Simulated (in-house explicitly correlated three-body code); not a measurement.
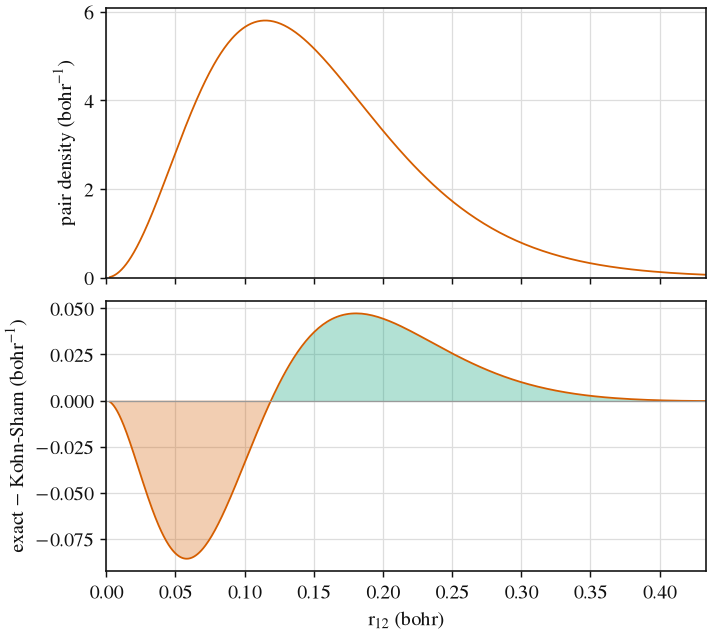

Two electrons around a point charge Z = 15.013. Computed variationally in 260 exponentially correlated functions with an in-house code, non-relativistic, converged to about 10⁻⁸ of the energy. The plot shows the distribution of the distance r₁₂ between the electrons in the ground state (one pair, times 4πr₁₂²) and its difference from that of the Kohn-Sham determinant with the same density, the Coulomb hole.

Describe both curves.

Answer. The pair density peaks near r₁₂ = 0.12 bohr, and ⟨r₁₂⟩ = 0.1504 bohr. Correlation takes weight from short distances: the hole is deepest (−0.086 bohr⁻¹) near 0.058 bohr and first changes sign near 0.12 bohr, moving 0.58 % of the pair outwards. The mean cosine of the angle between the electrons is −0.00886, and the density-functional correlation energy is −46.00 millihartree.
